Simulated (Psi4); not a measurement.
# HBr (hydrogen bromide) at MP3/aug-cc-pV(D+d)Z (density fitting for correlation)

What is the energy change on altering one bond length of HBr (hydrogen bromide) at MP3/aug-cc-pV(D+d)Z (density fitting for correlation)? 

The calculation is run with Psi4 1.11.

5 further runs of the same task are left out: 4 for a known fault of the program, 1 that didn't finish.

### Step 1. The system as given

HBr has 2 atoms, charge 0, and is taken as a singlet. SMILES: `Br`. Geometry: relaxed at GFN2-xTB.

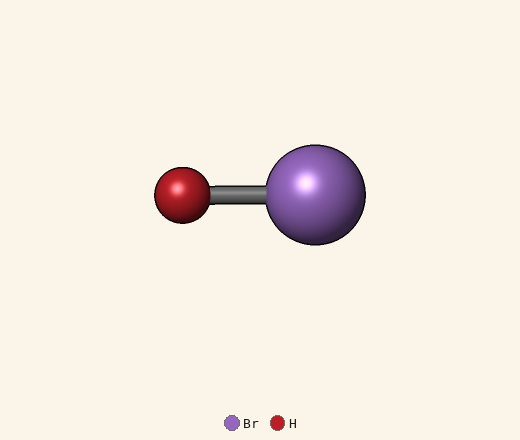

The structure, seen from a chosen angle (bromine purple, hydrogen red).

### Step 2. A single-point energy at MP3/aug-cc-pV(D+d)Z (density fitting for correlation)

File brh.xyz:

```xyz
2
BrH
Br    -0.594900     0.214950    -0.300840
H      0.594900    -0.214950     0.300840
```

File brh_ase.py:

```python
import numpy as np
from ase.calculators.psi4 import Psi4
from ase.io import read

a = read('brh.xyz')
calc = Psi4(atoms=a, method='mp3', basis='aug-cc-pV(D+d)Z', memory='1600MB', num_threads=1, charge=0, multiplicity=1, label='brh')
calc.psi4.set_options({'scf_type': 'pk', 'freeze_core': True, 'mp_type': 'df'})
a.calc = calc

print(f'energy: {a.get_potential_energy():.6f} eV')
```

The run is started by

```sh
$ python brh_ase.py
```

brh.dat:

```text
[...]
  Running in c1 symmetry.
[...]
  Nuclear repulsion =   13.221146466516117
[...]
  Multiplicity = 1
[...]
  Nalpha       = 18
  Nbeta        = 18
[...]
    Number of basis functions: 45
[...]
   @RHF iter   1: -2572.85986713027205   -1.63990e+00   1.21685e-02 ADIIS/DIIS
[...]
   @RHF iter   9: -2572.97373256693845   -1.27329e-11   7.93531e-09 DIIS
[...]
    Orbital Energies [Eh]
    ---------------------
    Doubly Occupied:
       1A   -490.084255     2A    -65.220680     3A    -58.577463
       4A    -58.576234     5A    -58.576234     6A     -9.871861
       7A     -7.484901     8A     -7.476500     9A     -7.476500
      10A     -3.222293    11A     -3.217719    12A     -3.217719
      13A     -3.208254    14A     -3.208254    15A     -1.039930
      16A     -0.586949    17A     -0.435786    18A     -0.435786
[...]
  @RHF Final Energy: -2572.97373256693845
   => Energetics <=
    Nuclear Repulsion Energy =             13.2211464665161174
    One-Electron Energy =               -3608.5551191275067140
    Two-Electron Energy =                1022.3602400940520738
    Total Energy =                      -2572.9737325669384518
[...]
 Multipole Moments:
 ------------------------------------------------------------------------------------
     Multipole            Electronic (a.u.)      Nuclear  (a.u.)        Total (a.u.)
 ------------------------------------------------------------------------------------
 L = 1.  Multiply by 2.5417464519 to convert [e a0] to [Debye]
 Dipole X            :         -0.8992272            1.2277587            0.3285315
 Dipole Y            :          0.3249099           -0.4436153           -0.1187054
 Dipole Z            :         -0.4547378            0.6208756            0.1661379
 Magnitude           :                                                    0.3868148
[...]
	DF-MP2 Total Energy (a.u.)         : -2573.12447258680004
[...]
	DF-MP3 Total Energy (a.u.)         : -2573.13765702495311
[...]
```

On the terminal:

```text
energy: -70018.642079 eV
```

Wall time 2.8 s (1 thread of INTEL XEON PLATINUM 8581C at 2.30GHz (Emerald Rapids), shared host); peak memory 0.42 GiB.

### Step 3. The distorted shape, same level

File input.json:

```json
{
 "schema_name": "qcschema_input",
 "schema_version": 1,
 "molecule": {
  "schema_name": "qcschema_molecule",
  "schema_version": 2,
  "symbols": ["Br", "H"],
  "geometry": [-2.02351118, 0.73113693, -1.0232867, 1.12419807, -0.40619663, 0.56850521],
  "molecular_charge": 0,
  "molecular_multiplicity": 1,
  "fix_symmetry": "c1"
 },
 "driver": "energy",
 "model": {
  "method": "mp3",
  "basis": "aug-cc-pV(D+d)Z"
 },
 "keywords": {
  "reference": "rhf",
  "scf_type": "pk",
  "freeze_core": true,
  "mp_type": "df"
 }
}
```

The run is started by

```sh
$ psi4 --qcschema input.json -n 1 --memory 1600MB
```

stdout:

```text
[...]
  Running in c1 symmetry.
[...]
  Nuclear repulsion =    9.443812306917621
[...]
  Multiplicity = 1
[...]
  Nalpha       = 18
  Nbeta        = 18
[...]
    Number of basis functions: 45
[...]
   @RHF iter   1: -2572.72621279676241   -1.81909e+00   1.30082e-02 ADIIS/DIIS
[...]
   @RHF iter  10: -2572.90097357065315    4.54747e-13   2.36822e-09 DIIS
[...]
    Orbital Energies [Eh]
    ---------------------
    Doubly Occupied:
       1A   -490.097087     2A    -65.231071     3A    -58.588411
       4A    -58.586502     5A    -58.586502     6A     -9.878465
       7A     -7.491774     8A     -7.481932     9A     -7.481932
      10A     -3.229156    11A     -3.224888    12A     -3.224888
      13A     -3.212815    14A     -3.212815    15A     -0.992508
      16A     -0.492345    17A     -0.429206    18A     -0.429206
[...]
  @RHF Final Energy: -2572.90097357065315
   => Energetics <=
    Nuclear Repulsion Energy =              9.4438123069176214
    One-Electron Energy =               -3600.9465681192882585
    Two-Electron Energy =                1018.6017822417175012
    Total Energy =                      -2572.9009735706531501
[...]
 Multipole Moments:
 ------------------------------------------------------------------------------------
     Multipole            Electronic (a.u.)      Nuclear  (a.u.)        Total (a.u.)
 ------------------------------------------------------------------------------------
 L = 1.  Multiply by 2.5417464519 to convert [e a0] to [Debye]
 Dipole X            :         -0.0000000            0.0000000           -0.0000000
 Dipole Y            :          0.0000000            0.0000000            0.0000000
 Dipole Z            :         -1.4769675            2.0237687            0.5468012
 Magnitude           :                                                    0.5468012
[...]
	DF-MP2 Total Energy (a.u.)         : -2573.05913700795008
[...]
	DF-MP3 Total Energy (a.u.)         : -2573.07456927436624
[...]
```

The result, in JSON:

```text
{
 "driver": "energy",
 "model": {
  "method": "mp3",
  "basis": "aug-cc-pV(D+d)Z"
 },
 "success": true,
 "return_result": -2573.0745692743662,
 "properties": {
  "calcinfo_nbasis": 45,
  "calcinfo_nmo": 45,
  "calcinfo_nalpha": 18,
  "calcinfo_nbeta": 18,
  "calcinfo_natom": 2,
  "nuclear_repulsion_energy": 9.443812306917621,
  "return_energy": -2573.0745692743662,
  "scf_one_electron_energy": -3600.9465681192883,
  "scf_two_electron_energy": 1018.6017822417175,
  "scf_dipole_moment": [-6.216458286291311e-13, 6.84324829448255e-14, 0.5468012005943605],
  "scf_total_energy": -2572.900973570653,
  "scf_iterations": 10,
  "mp2_singles_energy": 0.0,
  "mp2_doubles_energy": -0.15816343729693472,
  "mp2_correlation_energy": -0.15816343729693472,
  "mp2_total_energy": -2573.05913700795
 }
}
```

It took 2.9 s on 1 thread of INTEL XEON PLATINUM 8581C at 2.30GHz (Emerald Rapids), shared host; peak memory 0.38 GiB.

### Step 4. Summary of results

Level: MP3/aug-cc-pV(D+d)Z (density fitting for correlation), 9 core orbitals frozen.

```
                                                          quantity           value
                                         first shape: total energy  -2573.13766 Eh
                  first shape: HOMO energy (Hartree–Fock orbitals)       -11.86 eV
                  first shape: LUMO energy (Hartree–Fock orbitals)         0.96 eV
                first shape: HOMO–LUMO gap (Hartree–Fock orbitals)        12.82 eV
          first shape: correlation energy (9 core orbitals frozen)      -163.9 mEh
                                     distorted shape: total energy  -2573.07457 Eh
              distorted shape: HOMO energy (Hartree–Fock orbitals)       -11.68 eV
              distorted shape: LUMO energy (Hartree–Fock orbitals)        -0.50 eV
            distorted shape: HOMO–LUMO gap (Hartree–Fock orbitals)        11.18 eV
      distorted shape: correlation energy (9 core orbitals frozen)      -173.6 mEh
energy change with the Br1–H2 bond stretched from 1.401 to 1.961 Å        1.717 eV
```

With the Br1–H2 bond stretched from 1.401 to 1.961 Å the energy rises by 1.72 eV (166 kJ/mol). The first shape isn't relaxed at this level, so the change isn't measured from a minimum.
